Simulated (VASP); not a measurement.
Band structure of Mo (relaxed from the simple-cubic structure, space group Pm-3m). Level of theory: r2SCAN meta-GGA, VASP's PBE PAW potentials (set 64) (plane waves; VASP 6.6.1).

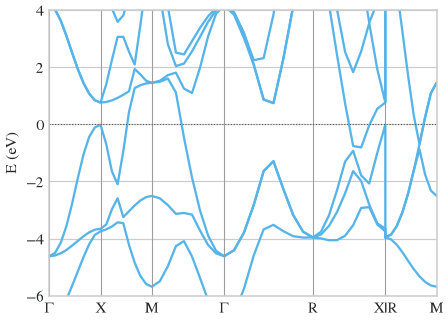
Figure. Bands along high-symmetry lines, zero at the valence-band maximum or, without a gap, the Fermi level

Q: Read the plot: is there a gap, and where are the band edges?

A: It has no gap at this level: it comes out as a metal or semimetal.

The structure was generated: Mo was put into the simple-cubic type (Pm-3m), which need not be its known phase. It was relaxed first.
